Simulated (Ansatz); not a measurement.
# CH2FN (SMILES [H]/N=C/F) at CCSDT/STO-3G

Aim: the energy change on altering one bond length of CH2FN at CCSDT/STO-3G, from 2 runs. 

Program for the calculation: Ansatz 0.2.0.

65 further runs of the same task are left out: 65 set aside as unsound or not needed.

## (1) The system as given

CH2FN: 5 atoms, total charge 0, spin state singlet. SMILES: `[H]/N=C/F`. Geometry: relaxed at PBE0-D4/def2-TZVP.

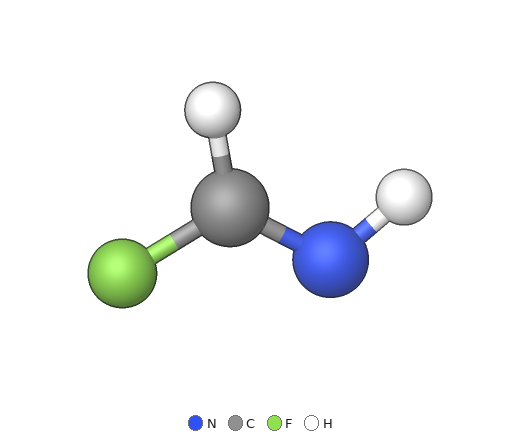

The structure, seen from a chosen angle (nitrogen blue, carbon grey, fluorine green, hydrogen white).

## (2) A single-point energy at CCSDT/STO-3G

The input, input.yaml:

```yaml
crystal:
  periodic: [false, false, false]
  atoms:
    - {symbol: N, position_ang: [-0.719900, -0.454400, -0.439800]}
    - {symbol: C, position_ang: [0.296500, -0.034500, 0.137300]}
    - {symbol: F, position_ang: [1.242400, -0.884800, 0.520800]}
    - {symbol: H, position_ang: [-1.343900, 0.314100, -0.667300]}
    - {symbol: H, position_ang: [0.574800, 0.986000, 0.407600]}
basis:
  gaussian: {orbitals: STO-3G}
accuracy: high
correlation: {method: ccsdt, frozen_orbitals: {C: 1, F: 1, H: 0, "N": 1}}
scf: {omitted_lower_state_checks: [cluster_reference, increment]}
```

Command:

```sh
$ ansatz run input.yaml --threads 1 --pin off --max-ram 2610MiB --events-out events.jsonl --progress --plain --runs-dir runs
```

Log, cut to the lines that bear on the results:

```text
Warning: RAYON_NUM_THREADS=1 ignored (pool sized by the plan → 1); use --threads N
Functional definition: HF
  name "HF"
[...]
298 factors; integrals over basis functions are off by at most 1.2e-8 eV
[...]
mean field -5177.95245449 eV, -190.2862429603 hartree, gradient 2.7e-8 eV, S^2 0.000000; 0 other end points of the search recorded, 0 dependent functions left out; unrestricted orbitals would lower it
3 core orbitals not correlated: weight in the atoms' cores, before any rotation towards them, 1.000 or more for the frozen orbitals, at most 0.000 for the correlated occupied ones
reference -5177.95245449 eV, -190.2862429603 hartree; 9, 9 occupied and 5, 5 virtual orbitals, 298 factors
second order -3.61427050 eV of doubles, -0.00000000 eV of singles
cycle   1  -4.09343624 eV  change   -4.8e-1 eV  update   7.9e-2
[...]
cycle  23  -4.54442634 eV  change    1.5e-9 eV  update   1.8e-9
Total energy: -5182.49688083 eV, -190.4532475479 hartree
Checks for a lower state left out: cluster_reference, increment
```

Wall time 0.28 s (1 thread of Arm Neoverse V2, shared host).

## (3) The distorted shape at the same level

The input, in.yaml:

```yaml
basis:
  gaussian:
    orbitals: STO-3G
crystal:
  periodic: [false, false, false]
  atoms:
    - symbol: "N"
      position_ang: [-0.789476, -0.709529, -0.507376]
    - symbol: C
      position_ang: [0.226924, -0.289629, 0.069724]
    - symbol: F
      position_ang: [1.172824, -1.139929, 0.453224]
    - symbol: H
      position_ang: [-1.413476, 0.058971, -0.734876]
    - symbol: H
      position_ang: [0.574800, 0.986000, 0.407600]
correlation:
  method: ccsdt
  frozen_orbitals: {C: 1, F: 1, H: 0, "N": 1}
accuracy: high
scf:
  omitted_lower_state_checks: [cluster_reference, increment]
```

Command:

```sh
$ ansatz run in.yaml --threads 1 --pin off --max-ram 2610MiB --events-out events.jsonl --progress --plain --runs-dir runs
```

Log, cut to the lines that bear on the results:

```text
Warning: RAYON_NUM_THREADS=1 ignored (pool sized by the plan → 1); use --threads N
Functional definition: HF
  name "HF"
[...]
298 factors; integrals over basis functions are off by at most 4.6e-8 eV
[...]
mean field -5176.92620493 eV, -190.2485289844 hartree, gradient 2.7e-8 eV, S^2 0.000000; 0 other end points of the search recorded, 0 dependent functions left out; unrestricted orbitals would lower it
3 core orbitals not correlated: weight in the atoms' cores, before any rotation towards them, 1.000 or more for the frozen orbitals, at most 0.000 for the correlated occupied ones
reference -5176.92620493 eV, -190.2485289844 hartree; 9, 9 occupied and 5, 5 virtual orbitals, 298 factors
second order -3.89069062 eV of doubles, -0.00000000 eV of singles
cycle   1  -4.40317674 eV  change   -5.1e-1 eV  update   8.9e-2
[...]
cycle  24  -4.94739574 eV  change    1.9e-9 eV  update   1.4e-9
Total energy: -5181.87360067 eV, -190.4303424244 hartree
Checks for a lower state left out: cluster_reference, increment
```

It took 0.28 s on 1 thread of Arm Neoverse V2, shared host.

## (4) Results

Level: CCSDT/STO-3G, 3 core orbitals frozen.

| quantity | value |
| --- | --- |
| first shape: total energy | -190.45325 Eh |
| first shape: correlation energy (3 core orbitals frozen) | -167.0 mEh |
| first shape: T1 diagnostic | 0.010 |
| distorted shape: total energy | -190.43034 Eh |
| distorted shape: correlation energy (3 core orbitals frozen) | -181.8 mEh |
| distorted shape: T1 diagnostic | 0.011 |
| energy change with the C2–H5 bond stretched from 1.092 to 1.365 Å | 0.623 eV |

With the C2–H5 bond stretched from 1.092 to 1.365 Å the energy rises by 0.62 eV (14.4 kcal/mol). The first shape isn't relaxed at this level, so the change isn't measured from a minimum. The minimal basis adds a large error of its own. The restricted solution (first shape) is unstable to spin breaking: an unrestricted one lies lower. The restricted solution (distorted shape) is unstable to spin breaking: an unrestricted one lies lower.
